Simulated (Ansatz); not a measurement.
## Geometry relaxation, with input and output: C₂H₄B (part 2 of 2)

The same run, continued: C₂H₄B, multiplicity 2; UKS PBE-D4/def2-SVP (Ansatz 0.2.0). It belongs to a series of runs on one base structure; here: end point B relaxed.

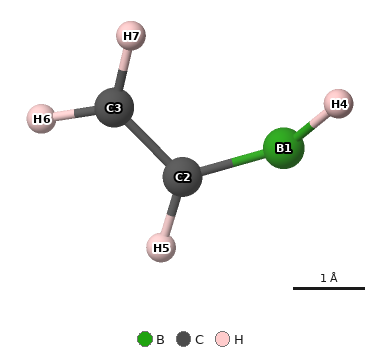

Figure 1. The geometry at step 20 of the log (ball-and-stick view, seen at a tilt; atoms are numbered from 1 in the order of the input).

Trajectory as extended XYZ, continued:
```
7
Properties=species:S:1:pos:R:3:forces:R:3 step=8 energy=-2805.91716
B    -1.0981   -0.3618   -0.5825   -0.0821  -0.1254  -0.1260
C     0.0983    0.5259   -0.2300   -0.2126   0.1280  -0.0462
C     1.0016    0.0700    0.6675    0.3562  -0.1199   0.2922
H    -1.3681   -1.4414   -0.0757   -0.0099   0.1274  -0.0096
H     0.2947    1.5135   -0.6860   -0.0731  -0.0146  -0.0848
H     1.9203    0.6296    0.9262    0.0201   0.0023   0.0122
H     0.8615   -0.8966    1.1835    0.0012   0.0023  -0.0378
7
Properties=species:S:1:pos:R:3:forces:R:3 step=10 energy=-2805.93889
B    -0.9897   -0.4606   -0.7015    0.4548   0.0286   0.9272
C     0.0636    0.5232   -0.1480    0.1232  -0.0382  -0.6021
C     1.0495    0.0895    0.7095   -0.4828   0.0961  -0.2887
H    -1.5616   -1.3758   -0.0974    0.0912   0.2827  -0.3554
H     0.2202    1.4995   -0.6751   -0.0447  -0.2680   0.3475
H     1.9857    0.6535    0.9106   -0.2316  -0.0827  -0.1024
H     0.9425   -0.8901    1.2051    0.0899  -0.0186   0.0738
7
Properties=species:S:1:pos:R:3:forces:R:3 step=11 energy=-2805.95916
B    -1.0132   -0.4352   -0.6693    0.3026  -0.1622   0.2920
C     0.0916    0.5140   -0.2030   -0.1886   0.3217  -0.0634
C     1.0347    0.0754    0.6840   -0.1239  -0.0341   0.0249
H    -1.5015   -1.3896   -0.0708   -0.0004   0.2183  -0.1777
H     0.2331    1.5224   -0.6618    0.0109  -0.3324   0.0901
H     1.9545    0.6461    0.9210   -0.0673  -0.0643  -0.0945
H     0.9109   -0.8940    1.2031    0.0667   0.0530  -0.0714
7
Properties=species:S:1:pos:R:3:forces:R:3 step=12 energy=-2805.98610
B    -0.9520   -0.4599   -0.6462    0.0655  -0.1443   0.0953
C     0.0573    0.5319   -0.1401   -0.2263   0.3421  -0.6181
C     1.0220    0.0953    0.7126    0.4032  -0.2648   0.2766
H    -1.5573   -1.3729   -0.1303   -0.1098  -0.0108  -0.0271
H     0.2332    1.4869   -0.6747   -0.0816   0.0483   0.1929
H     1.9670    0.6466    0.8749   -0.0341  -0.0310  -0.0229
H     0.9401   -0.8888    1.2069   -0.0169   0.0605   0.1034
7
Properties=species:S:1:pos:R:3:forces:R:3 step=13 energy=-2805.94585 accepted=F
B    -0.8514   -0.5674   -0.6471   -0.1351   0.6500   0.3778
C     0.0715    0.5101   -0.1500   -0.2088  -0.4850  -0.0702
C     1.0670    0.0924    0.7140   -0.0750   0.0368   0.1354
H    -1.7152   -1.3182   -0.2351    0.2502  -0.0787  -0.0982
H     0.1365    1.5215   -0.6020    0.1600  -0.2570  -0.1766
H     2.0255    0.6316    0.8012   -0.0467   0.1138   0.1413
H     0.9764   -0.8307    1.3222    0.0555   0.0201  -0.3095
7
Properties=species:S:1:pos:R:3:forces:R:3 step=14 energy=-2806.00454
B    -0.9342   -0.4895   -0.6455    0.2372   0.1659   0.0503
C     0.0735    0.5180   -0.1647   -0.1842   0.0556  -0.1020
C     1.0432    0.0882    0.7050    0.0253  -0.0507   0.0877
H    -1.6079   -1.3596   -0.1533   -0.1079  -0.0865   0.0181
H     0.2027    1.5072   -0.6496    0.0154  -0.1228   0.0259
H     1.9801    0.6489    0.8698    0.0022   0.0043  -0.0180
H     0.9528   -0.8740    1.2414    0.0120   0.0341  -0.0619
7
Properties=species:S:1:pos:R:3:forces:R:3 step=15 energy=-2806.00355 accepted=F
B    -0.8885   -0.5180   -0.6301   -0.3524  -0.1104   0.1855
C     0.0630    0.5178   -0.1409    0.0509  -0.1440  -0.1013
C     1.0521    0.0974    0.7200    0.0777   0.0385   0.0734
H    -1.6842   -1.3445   -0.2035    0.2585   0.1768  -0.1462
H     0.1878    1.4921   -0.6459    0.0068   0.0246  -0.0107
H     1.9944    0.6593    0.8473   -0.0362   0.0087   0.0267
H     0.9854   -0.8651    1.2562   -0.0052   0.0059  -0.0274
7
Properties=species:S:1:pos:R:3:forces:R:3 step=16 energy=-2806.00960
B    -0.9168   -0.4986   -0.6337    0.0141   0.0133   0.0550
C     0.0682    0.5177   -0.1540   -0.0461  -0.0171  -0.0479
C     1.0461    0.0938    0.7144    0.0450  -0.0156   0.0354
H    -1.6417   -1.3544   -0.1780   -0.0021   0.0113  -0.0332
H     0.1993    1.4970   -0.6512    0.0010  -0.0180   0.0103
H     1.9851    0.6557    0.8615   -0.0066   0.0045  -0.0033
H     0.9700   -0.8719    1.2442   -0.0054   0.0216  -0.0162
7
Properties=species:S:1:pos:R:3:forces:R:3 step=17 energy=-2806.01040
B    -0.9110   -0.5083   -0.6186   -0.0394   0.0246   0.0182
C     0.0670    0.5106   -0.1457    0.0374  -0.0896   0.0224
C     1.0558    0.0979    0.7215   -0.0090   0.0182  -0.0173
H    -1.6788   -1.3513   -0.2113    0.0404   0.0383  -0.0212
H     0.1999    1.4865   -0.6454   -0.0393   0.0261  -0.0369
H     1.9919    0.6706    0.8495   -0.0297  -0.0430   0.0243
H     0.9854   -0.8667    1.2531    0.0395   0.0255   0.0105
7
Properties=species:S:1:pos:R:3:forces:R:3 step=18 energy=-2806.01116
B    -0.9121   -0.5064   -0.6198   -0.0565  -0.0258   0.0043
C     0.0690    0.5073   -0.1480    0.0443  -0.0406   0.0407
C     1.0573    0.0967    0.7207    0.0062   0.0268  -0.0043
H    -1.6806   -1.3474   -0.2119    0.0232   0.0296  -0.0215
H     0.1943    1.4848   -0.6471   -0.0132   0.0199  -0.0249
H     1.9912    0.6706    0.8543   -0.0197  -0.0196   0.0082
H     0.9912   -0.8664    1.2550    0.0158   0.0098  -0.0025
7
Properties=species:S:1:pos:R:3:forces:R:3 step=19 energy=-2806.00888 accepted=F
B    -0.9224   -0.4976   -0.6066   -0.0274  -0.1424  -0.0994
C     0.0755    0.5034   -0.1547   -0.0387   0.0756   0.1500
C     1.0564    0.1006    0.7259    0.0777  -0.0336  -0.0618
H    -1.6824   -1.3558   -0.2198    0.0066   0.0798   0.0019
H     0.1970    1.4834   -0.6502   -0.0106   0.0078  -0.0318
H     1.9916    0.6723    0.8569   -0.0085  -0.0108   0.0094
H     0.9945   -0.8672    1.2518    0.0010   0.0236   0.0317
7
Properties=species:S:1:pos:R:3:forces:R:3 step=20 energy=-2806.01164
B    -0.9153   -0.5061   -0.6193   -0.0052  -0.0003  -0.0045
C     0.0707    0.5034   -0.1471    0.0098  -0.0243   0.0131
C     1.0598    0.0974    0.7221    0.0133   0.0114  -0.0004
H    -1.6872   -1.3440   -0.2174   -0.0100   0.0039  -0.0046
H     0.1910    1.4810   -0.6494   -0.0028   0.0044  -0.0026
H     1.9915    0.6731    0.8579   -0.0044   0.0058   0.0000
H     0.9998   -0.8657    1.2563   -0.0007  -0.0009  -0.0011
7
Properties=species:S:1:pos:R:3:forces:R:3 step=21 energy=-2806.01263
B    -0.9174   -0.5113   -0.6152    0.0000  -0.0193  -0.0139
C     0.0763    0.4880   -0.1453   -0.0049  -0.0041   0.0203
C     1.0715    0.0985    0.7259    0.0134   0.0159   0.0042
H    -1.7220   -1.3297   -0.2405   -0.0150   0.0078  -0.0008
H     0.1812    1.4675   -0.6493    0.0137  -0.0106   0.0084
H     1.9921    0.6896    0.8643    0.0052   0.0247  -0.0093
H     1.0284   -0.8633    1.2632   -0.0123  -0.0145  -0.0089
7
Properties=species:S:1:pos:R:3:forces:R:3 step=22 energy=-2806.01491
B    -0.9181   -0.5248   -0.6091   -0.0624  -0.0760   0.0155
C     0.0844    0.4599   -0.1389    0.0083  -0.0083   0.0164
C     1.0906    0.1024    0.7361    0.0306   0.0094  -0.0092
H    -1.7874   -1.2998   -0.2805    0.0467   0.0693  -0.0279
H     0.1685    1.4399   -0.6492    0.0121  -0.0222   0.0263
H     1.9905    0.7244    0.8753   -0.0161   0.0215  -0.0093
H     1.0817   -0.8627    1.2696   -0.0192   0.0063  -0.0118
7
Properties=species:S:1:pos:R:3:forces:R:3 step=23 energy=-2806.01918
B    -0.9227   -0.5450   -0.5975   -0.2058  -0.1916   0.0742
C     0.0987    0.4142   -0.1321    0.0220  -0.0254   0.0524
C     1.1223    0.1052    0.7467    0.0558   0.0332  -0.0126
H    -1.8821   -1.2518   -0.3434    0.2224   0.2133  -0.0788
H     0.1472    1.3980   -0.6456    0.0080  -0.0564   0.0323
H     1.9862    0.7771    0.8917   -0.0798  -0.0190  -0.0208
H     1.1606   -0.8585    1.2834   -0.0225   0.0459  -0.0468
7
Properties=species:S:1:pos:R:3:forces:R:3 step=25 energy=-2806.03659
B    -0.9344   -0.5804   -0.5727   -0.1704  -0.1186   0.1103
C     0.1198    0.3380   -0.1170   -0.0228  -0.0616   0.0444
C     1.1688    0.1085    0.7603    0.0603   0.0095  -0.0374
H    -2.0000   -1.1551   -0.4395    0.2857   0.2179  -0.0765
H     0.1103    1.3230   -0.6402   -0.0135  -0.0880   0.0433
H     1.9667    0.8562    0.9157   -0.1138  -0.0683  -0.0248
H     1.2789   -0.8510    1.2967   -0.0256   0.1091  -0.0593
7
Properties=species:S:1:pos:R:3:forces:R:3 step=26 energy=-2806.05040
B    -0.9375   -0.6058   -0.5191   -0.7618  -0.3332  -0.1319
C     0.1209    0.2587   -0.0594    0.3522   0.2083  -0.0233
C     1.2170    0.1179    0.7743    0.0364  -0.1239   0.0623
H    -2.0748   -1.0332   -0.5793    0.3663   0.1188   0.0030
H     0.0367    1.2163   -0.6333   -0.0052   0.0151   0.0664
H     1.9665    0.9114    0.9019   -0.0221   0.0414  -0.0109
H     1.3813   -0.8262    1.3180    0.0342   0.0735   0.0344
7
Properties=species:S:1:pos:R:3:forces:R:3 step=27 energy=-2806.05544
B    -0.9599   -0.6208   -0.5168   -0.1057   0.0385  -0.0299
C     0.1472    0.2112   -0.0740   -0.1303   0.0295   0.0679
C     1.2491    0.1029    0.7587   -0.1118  -0.0247   0.0451
H    -2.1075   -0.9838   -0.6212    0.2108   0.0370   0.0290
H     0.0098    1.1948   -0.5992    0.0666  -0.1048  -0.0184
H     1.9476    0.9391    0.8972    0.0365   0.0252  -0.0240
H     1.4239   -0.8041    1.3585    0.0340  -0.0007  -0.0698
7
Properties=species:S:1:pos:R:3:forces:R:3 step=28 energy=-2806.05190 accepted=F
B    -0.9904   -0.5807   -0.5003   -0.1861  -0.2575  -0.0233
C     0.1378    0.1837   -0.0492   -0.0345   0.3017  -0.0321
C     1.2513    0.0992    0.7633    0.1040  -0.1306   0.2224
H    -2.1057   -0.9866   -0.6663    0.0272   0.0441  -0.0352
H     0.0269    1.1668   -0.5775   -0.0666   0.0069  -0.1052
H     1.9332    0.9513    0.8614    0.1314   0.0440   0.0252
H     1.4571   -0.7945    1.3719    0.0246  -0.0087  -0.0519
7
Properties=species:S:1:pos:R:3:forces:R:3 step=29 energy=-2806.06117
B    -0.9703   -0.6082   -0.5111    0.0515   0.0565   0.0208
C     0.1319    0.2189   -0.0546   -0.0581  -0.0074  -0.0170
C     1.2348    0.1096    0.7766    0.0321  -0.0189  -0.0088
H    -2.0994   -0.9947   -0.6313    0.0177  -0.0091   0.0030
H     0.0236    1.1881   -0.6100    0.0059  -0.0371   0.0218
H     1.9529    0.9360    0.8860   -0.0196  -0.0154  -0.0044
H     1.4366   -0.8104    1.3476   -0.0294   0.0315  -0.0155
7
Properties=species:S:1:pos:R:3:forces:R:3 step=30 energy=-2806.06176
B    -0.9705   -0.5975   -0.5068   -0.0310  -0.0286   0.0073
C     0.1294    0.2297   -0.0578    0.0164   0.0364   0.0030
C     1.2330    0.1084    0.7720    0.0055  -0.0084   0.0065
H    -2.0874   -1.0163   -0.6246    0.0031   0.0036  -0.0112
H     0.0294    1.1999   -0.6085    0.0003  -0.0022  -0.0055
H     1.9586    0.9268    0.8826   -0.0010   0.0008   0.0009
H     1.4176   -0.8118    1.3462    0.0066  -0.0015  -0.0011
7
Properties=species:S:1:pos:R:3:forces:R:3 step=31 energy=-2806.06185
B    -0.9786   -0.5944   -0.4888    0.0394   0.0388  -0.0132
C     0.1290    0.2288   -0.0542   -0.0263   0.0041  -0.0085
C     1.2359    0.1085    0.7720    0.0239  -0.0045   0.0175
H    -2.0866   -1.0170   -0.6423   -0.0445  -0.0285  -0.0015
H     0.0279    1.1965   -0.6096   -0.0036  -0.0089  -0.0002
H     1.9610    0.9278    0.8793    0.0044  -0.0040  -0.0015
H     1.4215   -0.8110    1.3467    0.0066   0.0030   0.0074
7
Properties=species:S:1:pos:R:3:forces:R:3 step=32 energy=-2806.06201
B    -0.9796   -0.5918   -0.4909    0.0128   0.0118   0.0018
C     0.1278    0.2300   -0.0526   -0.0178  -0.0092  -0.0127
C     1.2358    0.1082    0.7725    0.0136   0.0019   0.0124
H    -2.0872   -1.0204   -0.6428   -0.0089  -0.0056  -0.0015
H     0.0285    1.1971   -0.6090   -0.0026   0.0023  -0.0001
H     1.9626    0.9262    0.8774    0.0041   0.0017  -0.0016
H     1.4224   -0.8103    1.3485   -0.0013  -0.0029   0.0017
```

The run was set up as follows.

Input:
```yaml
crystal:
  periodic: [false, false, false]
  atoms:
    - { symbol: B, position_ang: [-1.25944, -0.29153, -0.7366] }
    - { symbol: C, position_ang: [-0.06445, 0.30282, -0.22191] }
    - { symbol: C, position_ang: [0.89123, -0.09169, 0.68773] }
    - { symbol: H, position_ang: [-0.52331, -0.65627, 0.01828] }
    - { symbol: H, position_ang: [0.11342, 1.2875, -0.66294] }
    - { symbol: H, position_ang: [1.7317, 0.5304, 0.93321] }
    - { symbol: H, position_ang: [0.82105, -1.04204, 1.1854] }
magnetization:
  spin_polarized: true
  initial_magnetization: 1
basis:
  gaussian: { orbitals: def2-SVP }
hamiltonian:
  xc: pbe
  dispersion: d4
relax:
  f_tol: 0.02
  max_steps: 50
```

Launched with:
```bash
ansatz run input.yaml --threads 1 --pin off --max-ram 2048MiB --backend cpu --events-out ev --progress --plain --runs-dir out
```

Key numbers:

```csv
quantity,value
outcome,converged
total energy,−2806.0620 eV
mean-field energy,−2805.9700 eV
⟨S²⟩,0.765
largest force (length of the vector) at the end,0.024 eV/Å
hardware,"1 thread of Intel Xeon (Sapphire Rapids), 10 GiB of memory available, shared host"
wall time,54 s
peak memory,0.15 GiB
```
